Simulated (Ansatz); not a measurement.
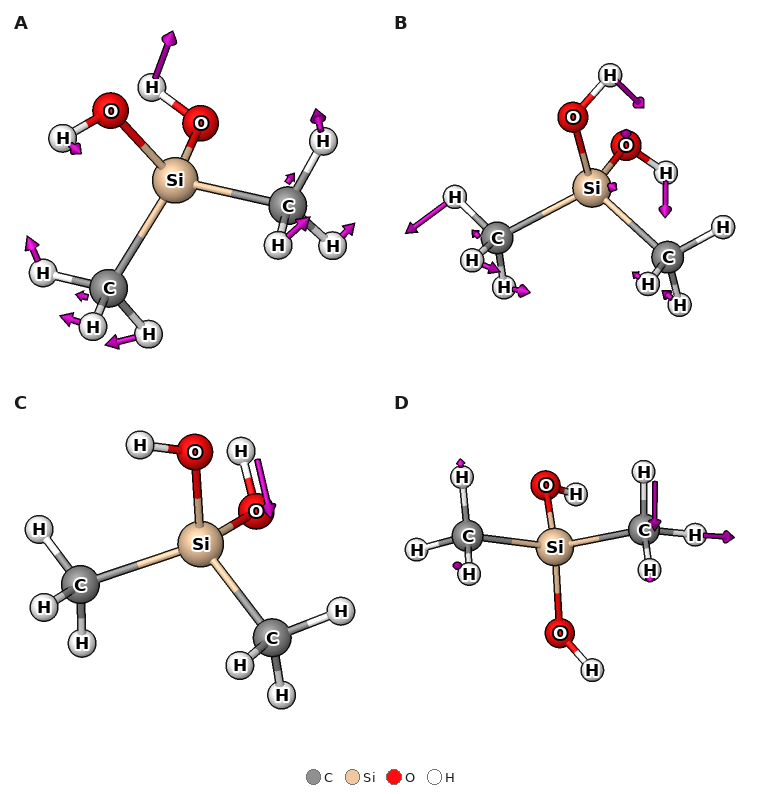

4 normal modes of one molecule or complex, as arrows. Harmonic vibrations computed with RKS PBE0-D4/def2-TZVP (Ansatz 0.2.0) at a stationary point of the same level.

**Match the panels to the wavenumbers 232 cm⁻¹, 852 cm⁻¹, 3131 cm⁻¹, 3926 cm⁻¹.**

A: 232 cm⁻¹
B: 852 cm⁻¹
C: 3926 cm⁻¹, O–H stretching
D: 3131 cm⁻¹, out-of-phase stretching of 2 C–H bonds
